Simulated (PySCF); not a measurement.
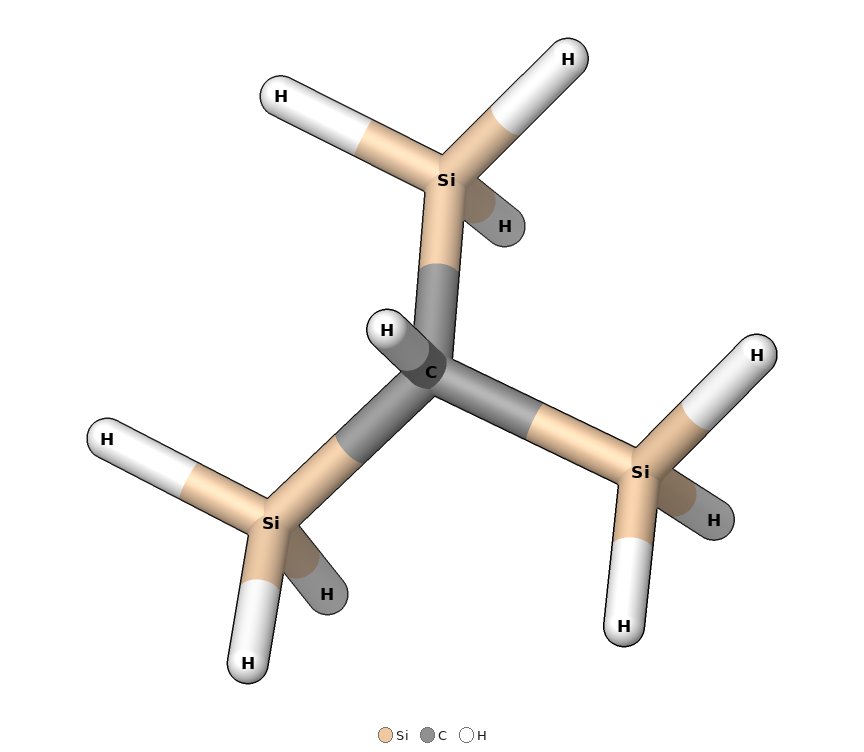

The geometry was computed by an optimisation with PBE0-D3(BJ)/def2-SVP. No frequency run is at hand to confirm it as a minimum. Properties computed with PBE0/pcSseg-1, gas phase (PySCF 2.14.0).

What does the calculation give?

The species is CH10Si3 (`[SiH3]C([SiH3])[SiH3]`).
- dipole moment: 0.68 D
- HOMO energy (Kohn–Sham orbital): −8.84 eV
- LUMO energy (Kohn–Sham orbital): 0.04 eV
- HOMO–LUMO gap: 8.89 eV
